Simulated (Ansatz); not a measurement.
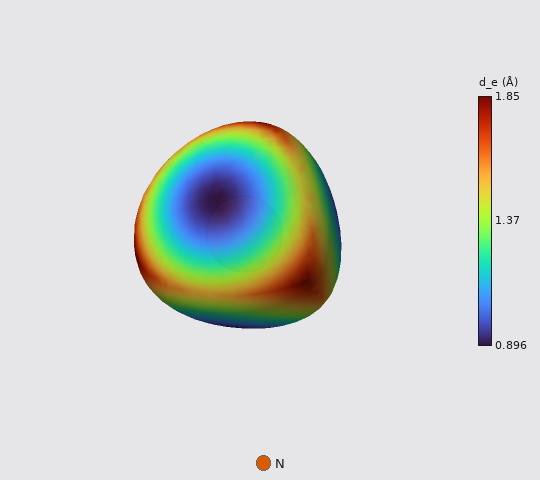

Hirshfeld surface computed for one N atom in AlN in space group P6_3mc, coloured by d_e.

The surface is where the fragment's share of the procrystal density (the sum of the densities of spherically averaged neutral Hartree-Fock atoms) equals one half. d_i and d_e are the distances from the surface to the nearest nucleus inside and outside.

Origin of the cell: a calculation's input that goes back to an entry of the Crystallography Open Database (an earlier step may have relaxed or displaced it).

```
Al N
1.0
     3.11100    0.00000    0.00000
    -1.55550    2.69421    0.00000
     0.00000    0.00000    4.97800
Al N
2 2
Direct
  0.33333 0.66667 0.00000
  0.66667 0.33333 0.50000
  0.33333 0.66667 0.38500
  0.66667 0.33333 0.88500
```

### What is the shortest distance from the fragment to an atom outside it?

N–Al, 1.89 Å.

### How is the surface shared among contacts (nearest atom inside ··· nearest atom outside)?

N···Al 100 %. The surface faces 4 neighbours with more than 2 % of its area each: 4 Al.

### Give the size and shape of the surface.

It encloses about 5.5 Å³, has an area of about 15 Å² and a globularity of 0.99 (1 for a sphere).
